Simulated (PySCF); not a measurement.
# C4H3BF2: electronic excitations and core binding energies

What electronic excitations and core binding energies should C4H3BF2 (`C=CC#CB(F)F`) show?

Programs: PySCF 2.14.0, with density-fitted response routines of our own. Each step states its level of theory. These are calculated values for one molecule in the gas phase, unless marked as measured. Atoms count from 0, in the outputs and in this text.

## (1) The molecule as given

10 atoms, charge 0, multiplicity 1; geometry from: GFN2-xTB.

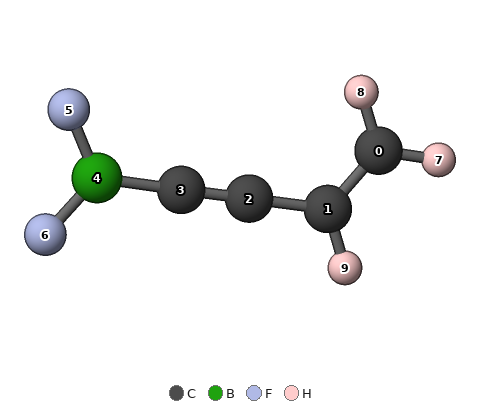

As it starts; carbon dark grey, boron green, fluorine light blue, hydrogen pink, atoms numbered.

## (2) TDDFT and polarisability: B3LYP/def2-SVPD

What the job is given:

```
{"job": {"kind": "uv", "xc": "B3LYP", "basis": "def2-SVPD", "nstates": 8, "ntriplets": 3}, "charge": 0, "multiplicity": 1}
C      2.298598    -0.253572     0.131377
C      1.215200    -0.739789     0.731221
C     -0.077278    -0.240447     0.489367
C     -1.192902     0.184450     0.281887
B     -2.572841     0.728364     0.012233
F     -2.788881     1.746691    -0.799606
F     -3.662154     0.228694     0.564771
H      3.278871    -0.652959     0.327586
H      2.232827     0.557621    -0.574431
H      1.277443    -1.554397     1.441831
```

With the program's defaults for keys left out, this is: TDDFT B3LYP/def2-SVPD, vertical, gas phase, core orbitals frozen in the response.

Started as:

```
$ OMP_NUM_THREADS=1 python probes_run.py task.json out
```

The driver reads the jobs from task.json and runs them one after another.

What it wrote:

```text
coarse grid: 9464 points
cycle   1  E = -378.4181391856  dE =  8.822e-01  |g| = 6.536e-01  |ddm| = 1.670e+01
cycle   2  E = -378.3498336277  dE =  6.831e-02  |g| = 9.454e-01  |ddm| = 2.700e+00
cycle   3  E = -378.4976107936  dE = -1.478e-01  |g| = 9.463e-02  |ddm| = 1.614e+00
cycle   4  E = -378.4994857757  dE = -1.875e-03  |g| = 4.096e-02  |ddm| = 2.271e-01
cycle   5  E = -378.4997664331  dE = -2.807e-04  |g| = 2.744e-02  |ddm| = 7.962e-02
cycle   6  E = -378.4999503018  dE = -1.839e-04  |g| = 2.464e-03  |ddm| = 4.424e-02
cycle   7  E = -378.4999513627  dE = -1.061e-06  |g| = 1.548e-03  |ddm| = 1.185e-02
final grid: 95368 points
cycle   8  E = -378.5595860427  dE = -4.881e-05  |g| = 3.693e-03  |ddm| = 2.057e-01
cycle   9  E = -378.5595819915  dE =  4.051e-06  |g| = 5.295e-03  |ddm| = 2.340e-02
cycle  10  E = -378.5595896530  dE = -7.661e-06  |g| = 1.111e-03  |ddm| = 9.906e-03
cycle  11  E = -378.5595899800  dE = -3.270e-07  |g| = 2.494e-04  |ddm| = 1.791e-03
cycle  12  E = -378.5595899840  dE = -3.911e-09  |g| = 2.319e-04  |ddm| = 5.812e-04
cycle  13  E = -378.5595899975  dE = -1.358e-08  |g| = 2.182e-05  |ddm| = 3.162e-04
cycle  14  E = -378.5595899976  dE = -8.561e-11  |g| = 1.111e-05  |ddm| = 6.240e-05
converged SCF energy = -378.5595899976

Static polarisability (au): isotropic 66.658, principal 38.793 51.778 109.402

Singlet excitations
state   eV       nm        f      main configurations
  1   4.4889    276.2   0.00023   H-1->L 0.99
  2   5.0049    247.7   0.35938   H->L 0.86, H-1->L+1 0.08
  3   6.1877    200.4   0.00096   H->L+1 0.91
  4   6.8205    181.8   0.07990   H-2->L 0.62, H->L+2 0.32
  5   7.0794    175.1   0.00270   H->L+3 0.85
  6   7.1993    172.2   0.01162   H-1->L+2 0.90
  7   7.4052    167.4   0.28041   H->L+2 0.46, H-1->L+1 0.18, H-2->L 0.11
  8   7.4543    166.3   0.00093   H-3->L 0.96

Triplet excitations (Tamm-Dancoff, eV): 3.1694 4.2257 5.2194
```

Wall time 17 s (1 thread of Arm Neoverse V2, shared host); peak memory 0.69 GiB.

The orbitals next to the gap, with their largest atomic shares:

```csv
orbital,eV,atoms
HOMO−3,-11.12,"C0 31 %, C1 18 %, H8 14 %"
HOMO−2,-10.10,"C1 29 %, C2 29 %, C3 17 %"
HOMO−1,-8.30,"C3 41 %, C2 40 %, C1 7 %"
HOMO,-7.65,"C3 27 %, C0 24 %, C2 19 %"
LUMO,-2.39,"C0 24 %, C3 16 %, C2 16 %"
LUMO+1,-0.10,"C3 23 %, C2 22 %, C1 14 %"
LUMO+2,0.19,"C1 22 %, B4 21 %, C0 14 %"
```

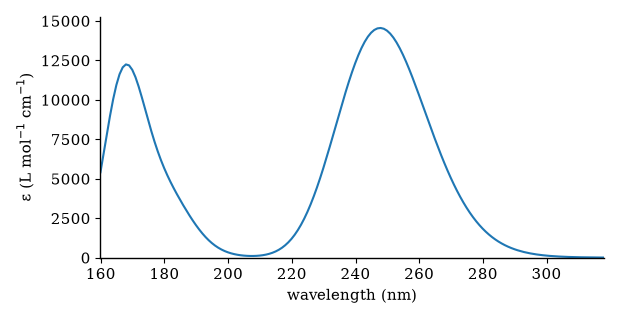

Absorption spectrum: each of the 8 states is a Gaussian band of 0.4 eV half-width at 1/e. Beyond the last state computed it falls off for lack of states.

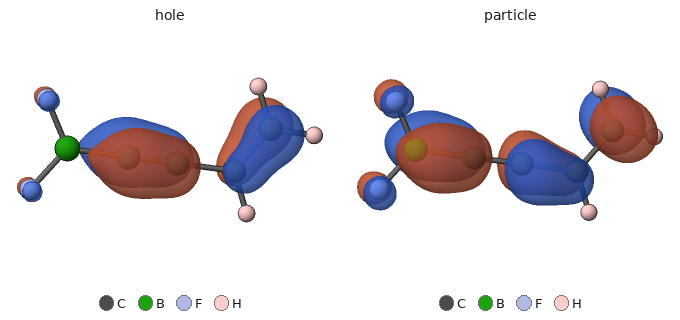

Leading natural transition orbitals of singlet state 2: the electron leaves the hole (left) for the particle orbital (right).

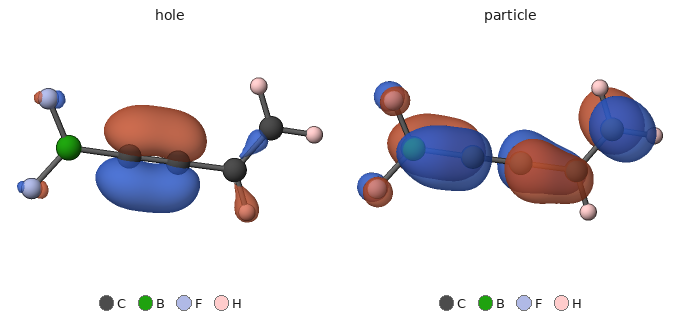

Leading natural transition orbitals of singlet state 1: the electron leaves the hole (left) for the particle orbital (right).

Further results of this job:

```
           property  computed
  dipole moment (D)      3.44
polarisability (Å³)      9.88
 HOMO–LUMO gap (eV)      5.25
      −ε(HOMO) (eV)      7.65
```

Orbitals, density, ELF and potential are computed afterwards from the orbital file.

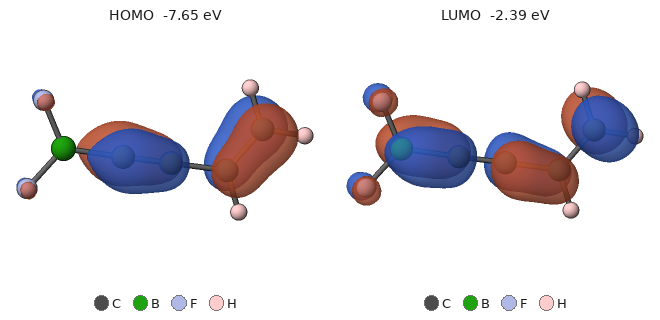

Frontier orbitals at B3LYP/def2-SVPD; each surface holds 70 % of the orbital's density, blue and red mark the sign.

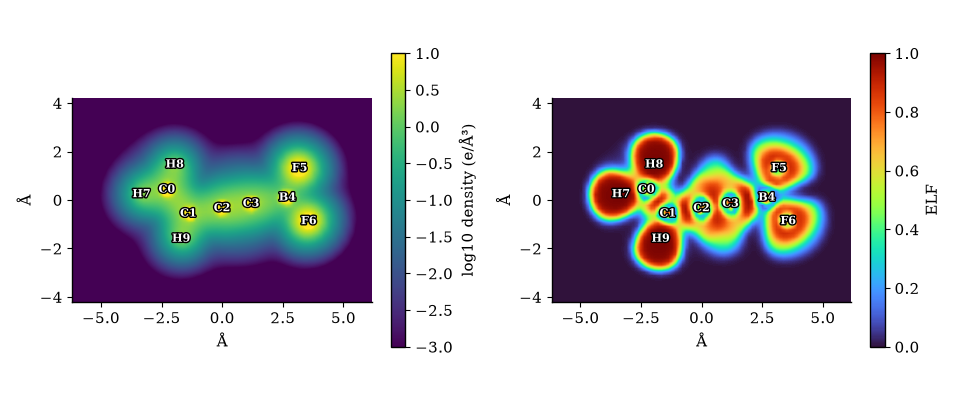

Density (left) and ELF (right) in a plane through or near 10 of the atoms.

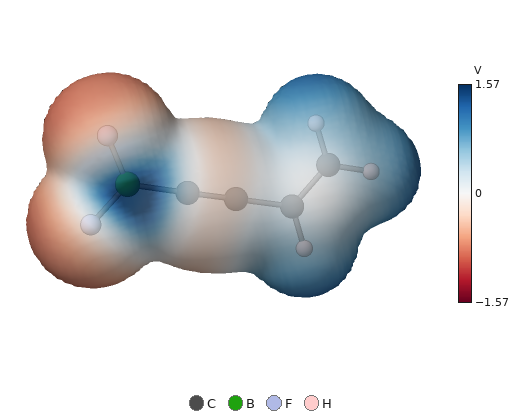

Electrostatic potential on the surface of density 0.002 e/bohr³; red is low, blue high. It runs from -0.80 V near F6 to 1.57 V near B4.

## (3) Core holes by ΔSCF: SCAN, X2C

Settings changed since step 2:

```diff
@@ -1,2 +1,2 @@
-{"job": {"kind": "uv", "xc": "B3LYP", "basis": "def2-SVPD", "nstates": 8, "ntriplets": 3}, "charge": 0, "multiplicity": 1}
+{"job": {"kind": "xps"}, "charge": 0, "multiplicity": 1}
 C      2.298598    -0.253572     0.131377
```

With the program's defaults for keys left out, this is: delta-SCF UKS SCAN, pcX-2 on the ionised atom, pcseg-1 elsewhere, spin-free X2C.

What it wrote:

```text
ground state, core basis on atom 0 (C), 144 functions
  cycle   1  E = -378.77217623  |g| = 6.66e-01
  cycle   2  E = -378.68793421  |g| = 9.95e-01
  cycle   3  E = -378.85463042  |g| = 1.33e-01
  cycle   4  E = -378.85838677  |g| = 4.93e-02
  cycle   5  E = -378.85866128  |g| = 4.08e-02
  cycle   6  E = -378.85908908  |g| = 4.75e-03
  cycle   7  E = -378.85909160  |g| = 3.93e-03
  cycle   8  E = -378.85909603  |g| = 8.26e-04
  cycle   9  E = -378.85909591  |g| = 2.67e-04
  E(ground) = -378.85598609 Eh
hole in C 1s of atom 0
  cycle   1  E = -367.57864788  |g| = 1.50e+00
  cycle   2  E = -366.35313348  |g| = 2.02e+00
  cycle   3  E = -367.87078239  |g| = 7.14e-01
  cycle   4  E = -367.95635340  |g| = 5.93e-01
  cycle   5  E = -368.14495428  |g| = 2.10e-01
  cycle   6  E = -368.16797719  |g| = 4.85e-02
  cycle   7  E = -368.16937320  |g| = 1.85e-02
  cycle   8  E = -368.16953468  |g| = 9.44e-03
  cycle   9  E = -368.16964092  |g| = 4.89e-03
  cycle  10  E = -368.16972712  |g| = 4.30e-03
  cycle  11  E = -368.16976768  |g| = 2.71e-03
  cycle  12  E = -368.16979434  |g| = 1.85e-03
  cycle  13  E = -368.16979827  |g| = 1.10e-03
  cycle  14  E = -368.16979936  |g| = 4.43e-04
  E(ion) = -368.16634254 Eh   <S^2> = 0.8246   hole on atom = 1.000   binding energy = 290.880 eV
ground state, core basis on atom 1 (C), 144 functions
  cycle   1  E = -378.86014671  |g| = 6.25e-02
  cycle   2  E = -378.85924585  |g| = 6.27e-02
  cycle   3  E = -378.85976640  |g| = 4.47e-02
  cycle   4  E = -378.86029262  |g| = 1.90e-02
  cycle   5  E = -378.86038882  |g| = 3.08e-03
  cycle   6  E = -378.86039254  |g| = 6.25e-04
  cycle   7  E = -378.86039099  |g| = 2.51e-04
  E(ground) = -378.85749689 Eh
hole in C 1s of atom 1
  cycle   1  E = -367.56649531  |g| = 1.51e+00
  cycle   2  E = -364.33617560  |g| = 2.45e+00
  cycle   3  E = -367.26283407  |g| = 1.21e+00
  cycle   4  E = -368.06664241  |g| = 3.93e-01
  cycle   5  E = -368.05637742  |g| = 3.95e-01
  cycle   6  E = -368.13098444  |g| = 1.07e-01
  cycle   7  E = -368.13585832  |g| = 3.09e-02
  cycle   8  E = -368.13628444  |g| = 2.00e-02
  cycle   9  E = -368.13659958  |g| = 6.46e-03
  cycle  10  E = -368.13674688  |g| = 5.15e-03
  cycle  11  E = -368.13687333  |g| = 4.66e-03
  cycle  12  E = -368.13695894  |g| = 4.06e-03
  cycle  13  E = -368.13702247  |g| = 3.13e-03
  cycle  14  E = -368.13707630  |g| = 2.06e-03
  cycle  15  E = -368.13709740  |g| = 8.87e-04
  cycle  16  E = -368.13709812  |g| = 4.41e-04
  E(ion) = -368.13356855 Eh   <S^2> = 0.8739   hole on atom = 1.000   binding energy = 291.813 eV
ground state, core basis on atom 2 (C), 144 functions
  cycle   1  E = -378.86271307  |g| = 6.05e-02
  cycle   2  E = -378.86218330  |g| = 4.99e-02
  cycle   3  E = -378.86198451  |g| = 5.51e-02
  cycle   4  E = -378.86279433  |g| = 1.64e-02
  cycle   5  E = -378.86286616  |g| = 3.32e-03
  cycle   6  E = -378.86286954  |g| = 4.34e-04
  E(ground) = -378.86066116 Eh
hole in C 1s of atom 2
  cycle   1  E = -367.58460286  |g| = 1.51e+00
  cycle   2  E = -366.39561966  |g| = 2.07e+00
  cycle   3  E = -367.89139734  |g| = 7.61e-01
  cycle   4  E = -368.06651716  |g| = 4.06e-01
  cycle   5  E = -368.11758736  |g| = 2.58e-01
  cycle   6  E = -368.15757425  |g| = 6.67e-02
  cycle   7  E = -368.15999022  |g| = 2.93e-02
  cycle   8  E = -368.16062672  |g| = 1.27e-02
  cycle   9  E = -368.16087497  |g| = 8.85e-03
  cycle  10  E = -368.16107234  |g| = 6.63e-03
  cycle  11  E = -368.16124074  |g| = 4.25e-03
  cycle  12  E = -368.16132699  |g| = 3.69e-03
  cycle  13  E = -368.16135604  |g| = 2.71e-03
  cycle  14  E = -368.16138777  |g| = 1.61e-03
  cycle  15  E = -368.16140233  |g| = 1.58e-03
  cycle  16  E = -368.16140610  |g| = 1.15e-03
  cycle  17  E = -368.16140639  |g| = 7.08e-04
  cycle  18  E = -368.16140715  |g| = 2.62e-04
  E(ion) = -368.15826806 Eh   <S^2> = 0.9013   hole on atom = 1.000   binding energy = 291.227 eV
ground state, core basis on atom 3 (C), 144 functions
  cycle   1  E = -378.86257926  |g| = 6.44e-02
  cycle   2  E = -378.86072698  |g| = 8.92e-02
  cycle   3  E = -378.86206610  |g| = 5.29e-02
  cycle   4  E = -378.86283048  |g| = 8.45e-03
  cycle   5  E = -378.86285070  |g| = 1.24e-03
  cycle   6  E = -378.86285084  |g| = 3.08e-04
  E(ground) = -378.86037357 Eh
hole in C 1s of atom 3
  cycle   1  E = -367.61422712  |g| = 1.51e+00
  cycle   2  E = -366.20982509  |g| = 2.11e+00
  cycle   3  E = -367.92433367  |g| = 7.05e-01
  cycle   4  E = -368.12612559  |g| = 3.47e-01
  cycle   5  E = -368.18903093  |g| = 1.06e-01
  cycle   6  E = -368.19410118  |g| = 4.77e-02
  cycle   7  E = -368.19529475  |g| = 1.46e-02
  cycle   8  E = -368.19542659  |g| = 1.33e-02
  cycle   9  E = -368.19557129  |g| = 5.50e-03
  cycle  10  E = -368.19566206  |g| = 4.76e-03
  cycle  11  E = -368.19568081  |g| = 2.31e-03
  cycle  12  E = -368.19568754  |g| = 7.66e-04
  cycle  13  E = -368.19568768  |g| = 5.06e-04
  cycle  14  E = -368.19568769  |g| = 3.72e-04
  E(ion) = -368.19252580 Eh   <S^2> = 0.8259   hole on atom = 1.000   binding energy = 290.287 eV
ground state, core basis on atom 4 (B), 144 functions
  cycle   1  E = -378.85964568  |g| = 6.63e-02
  cycle   2  E = -378.85697045  |g| = 1.14e-01
  cycle   3  E = -378.85973367  |g| = 4.29e-02
  cycle   4  E = -378.86017030  |g| = 1.86e-02
  cycle   5  E = -378.86023973  |g| = 3.33e-03
  cycle   6  E = -378.86024291  |g| = 9.42e-04
  cycle   7  E = -378.86024252  |g| = 3.15e-04
  E(ground) = -378.85882700 Eh
hole in B 1s of atom 4
  cycle   1  E = -371.14062227  |g| = 1.17e+00
  cycle   2  E = -368.97537766  |g| = 2.10e+00
  cycle   3  E = -371.04977531  |g| = 8.34e-01
  cycle   4  E = -371.41204714  |g| = 4.78e-01
  cycle   5  E = -371.51365440  |g| = 1.87e-01
  cycle   6  E = -371.53151011  |g| = 8.88e-02
  cycle   7  E = -371.53570476  |g| = 4.38e-02
  cycle   8  E = -371.53681608  |g| = 1.12e-02
  cycle   9  E = -371.53692048  |g| = 9.15e-03
  cycle  10  E = -371.53700886  |g| = 5.98e-03
  cycle  11  E = -371.53705795  |g| = 3.87e-03
  cycle  12  E = -371.53707997  |g| = 2.50e-03
  cycle  13  E = -371.53709025  |g| = 9.43e-04
  cycle  14  E = -371.53709281  |g| = 6.67e-04
  cycle  15  E = -371.53709433  |g| = 5.71e-04
  cycle  16  E = -371.53709465  |g| = 4.48e-04
  E(ion) = -371.53837300 Eh   <S^2> = 0.8944   hole on atom = 1.000   binding energy = 199.200 eV
ground state, core basis on atom 5 (F), 144 functions
  cycle   1  E = -378.90245188  |g| = 1.25e-01
  cycle   2  E = -378.90131881  |g| = 1.01e-01
  cycle   3  E = -378.90179466  |g| = 7.68e-02
  cycle   4  E = -378.90256068  |g| = 3.20e-02
  cycle   5  E = -378.90283136  |g| = 1.88e-03
  cycle   6  E = -378.90283288  |g| = 6.91e-04
  cycle   7  E = -378.90283272  |g| = 1.04e-04
  E(ground) = -378.90181482 Eh
hole in F 1s of atom 5
  cycle   1  E = -352.53416605  |g| = 2.58e+00
  cycle   2  E = -352.15640385  |g| = 2.20e+00
  cycle   3  E = -353.01630034  |g| = 7.98e-01
  cycle   4  E = -353.08022236  |g| = 7.38e-01
  cycle   5  E = -353.41558045  |g| = 9.99e-02
  cycle   6  E = -353.41798622  |g| = 8.20e-02
  cycle   7  E = -353.42069548  |g| = 1.96e-02
  cycle   8  E = -353.42082001  |g| = 8.27e-03
  cycle   9  E = -353.42085889  |g| = 2.45e-03
  cycle  10  E = -353.42086168  |g| = 1.24e-03
  cycle  11  E = -353.42086181  |g| = 5.18e-04
  cycle  12  E = -353.42086263  |g| = 1.99e-04
  E(ion) = -353.42753159 Eh   <S^2> = 0.7563   hole on atom = 1.000   binding energy = 693.191 eV
```

Run time: 36 s. Hardware: 1 thread of Arm Neoverse V2, shared host; peak memory 0.47 GiB.

The holes in one table. −ε is the ground-state orbital energy:

```csv
hole,stands for,environment,ΔSCF (eV),−ε (eV),⟨S²⟩
C1s on C0,C0,terminal =CH2 carbon,290.88,274.6,0.825
C1s on C1,C1,alkene CH,291.81 (doubtful),275.0,0.874
C1s on C2,C2,alkyne carbon,291.23 (doubtful),274.5,0.901
C1s on C3,C3,alkyne carbon,290.29,273.7,0.826
B1s on B4,B4,"boron bonded to C, 2 F",199.20 (doubtful),183.1,0.894
F1s on F5,"F5, F6",fluorine bonded to B,693.19,667.1,0.756
```

Each hole run stands for the others of its class of like atoms.

Doubtful: the ion did not converge, its hole moved, or its ⟨S²⟩ is well above 0.75.

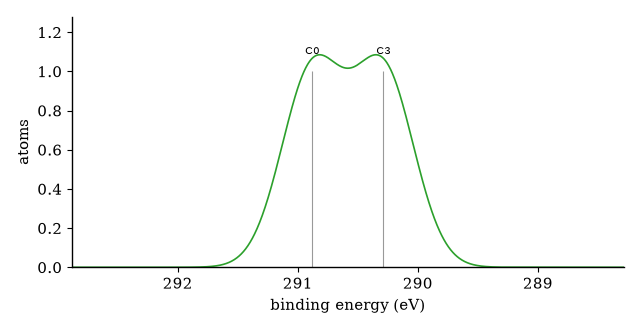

The C1s photoelectron lines, weighted by the number of atoms. Only 2 of the 4 C atoms are covered by sound results. Lines are broadened to a width of 0.60 eV (Gaussian).

## (4) What came out

| quantity | value |
| --- | --- |
| lowest singlet (B3LYP/def2-SVPD) | 4.49 eV (276 nm), f = 0.000 |
| brightest single state of those computed | state 2, 5.00 eV, f = 0.359 |
| lowest triplet | 3.17 eV |
| surface potential, least and greatest | -0.80 V and 1.57 V |
| C1s binding energies, SCAN/pcX-2 (standing for 2 of 4 atoms) | C0 290.88, C3 290.29 eV |
| F1s binding energies, SCAN/pcX-2 | F5 693.19 eV |

The first singlet state (HOMO−1→LUMO 0.99) lies at 4.49 eV and is dark; of the 8 states computed, the strongest absorption comes from state 2 at 5.00 eV. The lowest triplet lies 1.32 eV below the lowest singlet (triplets in Tamm-Dancoff, singlets in full TDDFT). At B3LYP/def2-SVPD, counted by nearest atom on the grid, the HOMO lies on C3 32 %; C0 25 %, the LUMO on C0 21 %; B4 17 %. The C1s levels kept as sound span 0.59 eV, from C3 (alkyne carbon) up to C0 (terminal =CH2 carbon). Only 2 of the 4 C atoms are covered by sound results.
